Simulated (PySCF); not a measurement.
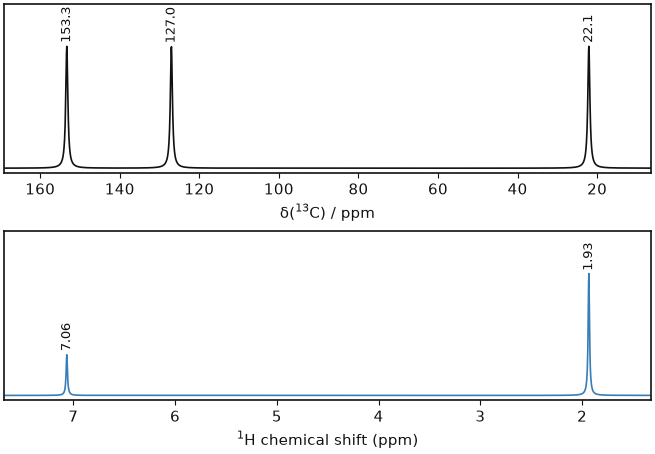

GIAO shifts, PBE0/pcSseg-1, PySCF, at a GFN2-xTB geometry (no frequency check), against TMS for ¹³C and TMS for ¹H computed at the same level. Gas phase, fully decoupled, line heights follow the number of nuclei, widths are arbitrary (no quadrupolar broadening); values of one conformer, averaged over methyl-type rotors and exact or near symmetry.

> Which molecule was computed?
A. C₇H₈ClF, SMILES F[C@@H]1C[C@H]2C=C[C@@H]1[C@H]2Cl
B. C₃H₄ClF, SMILES C/C(Cl)=C/F
C. C₇H₆N₂ (1h-indazole), SMILES c1ccc2[nH]ncc2c1
D. C₆H₆F₂, SMILES FC1=CCC=C[C@@H]1F

Option B. Its ¹³C signals: 153.3 (1 C), 127.0 (1 C), 22.1 (1 C) ppm. Its ¹H signals: 7.06 (1 H), 1.93 (3 H) ppm.

Caveats: the tight-binding geometry is rougher than a DFT one and adds to the error.
